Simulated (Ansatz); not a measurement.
## Bi2Se3, pressure series

Consider Bi2Se3 in the Bi2Te3 type structure (space group R-3m, No. 166).

```xyz
5
Lattice="2.0723 1.1964 9.7553 -2.0723 1.1964 9.7553 0.0000 -2.3929 9.7553" Properties=species:S:1:pos:R:3 pbc="T T T"
Bi     0.0000     0.0000    11.6883
Bi     0.0000     0.0000    17.5775
Se     0.0000     0.0000     0.0000
Se     0.0000     0.0000     6.2688
Se     0.0000     0.0000    22.9970
```

Cell and atoms are relaxed at each pressure.

Method: plane-wave PAW DFT at the r2SCAN+rVV10 level (Ansatz, an electronic-structure program, 500 eV), scalar-relativistic without spin-orbit coupling.

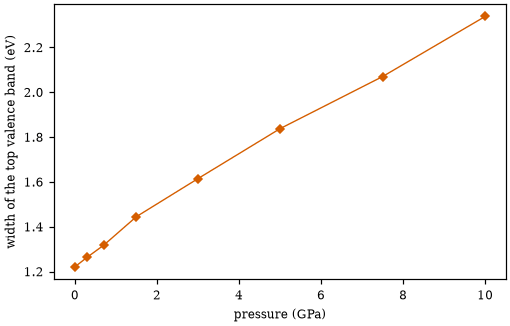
*Width of the top valence band against pressure*

| pressure (GPa) | width of the top valence band |
|---|---|
| 0.3 | 1.26 eV |
| 0.7 | 1.32 eV |
| 1.5 | 1.45 eV |
| 3 | 1.61 eV |
| 5 | 1.84 eV |
| 7.5 | 2.07 eV |
| 10 | 2.34 eV |

With Bi present, leaving out spin-orbit coupling can change the band edges. The levels and masses belong to the bands next to the band gap. Load acts through the strain it causes; cell and atoms are relaxed under it. No phonon test of stability was made. No other phases were tried under pressure.
